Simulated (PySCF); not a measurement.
SMILES [SeH][SiH2][SiH2]c1cccs1 (C4H8SSeSi2) at its GFN2-xTB optimised geometry (Å):

```
16

Se    -1.7137    -4.2734    -0.1322
Si    -0.3316    -2.4306    -0.1315
Si    -1.6082    -0.4949     0.0054
C     -0.4116     0.9423     0.0000
C      0.9539     0.9423     0.0000
C      1.5230     2.2326     0.0000
C      0.5811     3.2108    -0.0002
S     -1.0107     2.5697    -0.0001
H     -2.5815    -3.8224    -1.1788
H      0.5171    -2.7475     1.0167
H      0.5026    -2.5845    -1.3281
H     -2.5245    -0.3384    -1.1364
H     -2.4330    -0.4111     1.2188
H      1.5353     0.0362     0.0003
H      2.5815     2.4225    -0.0005
H      0.7218     4.2734    -0.0007
```

Level of theory: PySCF with PBE/def2-TZVP.

Map of the LUMO amplitude (bohr^(-3/2)) on the plane z = 1.0 Å; orbital energy -1.81 eV, overall sign arbitrary:

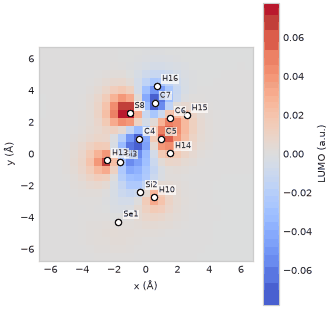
*LUMO amplitude (bohr^(-3/2)) on the plane z = 1.0 Å.*
